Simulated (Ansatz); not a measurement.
Ca₂MgAs₂ (space group P4/mmm, No. 123). Coordinates: the input geometry of an electronic-structure calculation (not necessarily at equilibrium); the starting structure was generated, so it need not be a known form of this composition.

```
Ca Mg As
1.0
     3.60250    0.00000    0.00000
     0.00000    3.60250    0.00000
     0.00000    0.00000   10.53988
Ca Mg As
2 1 2
Direct
  0.00000 0.00000 0.80984
  0.00000 0.00000 0.19016
  0.00000 0.00000 0.50000
  0.50000 0.50000 0.34335
  0.50000 0.50000 0.65665
```

Describe how the polyhedra about Mg are linked (bonds: As–Mg below 3.4 Å).

Mg: MgAs8 cube, sharing edges with four neighbours and faces with four neighbours.

They form layers of edge- and face-sharing cubes parallel to (001). Their corner atoms also have Ca as close neighbours (those links are not drawn).

Centre to centre across a shared edge: 5.09 Å; across a shared face: 3.60 Å.

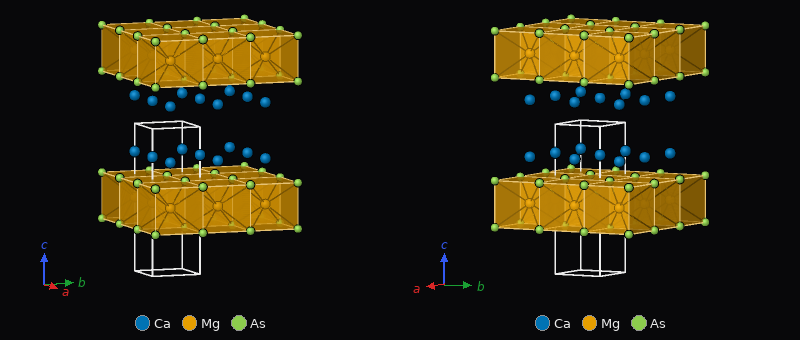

Polyhedra are drawn about Mg (bonds: As–Mg below 3.4 Å); other atoms are plain spheres. Two views of the same piece.
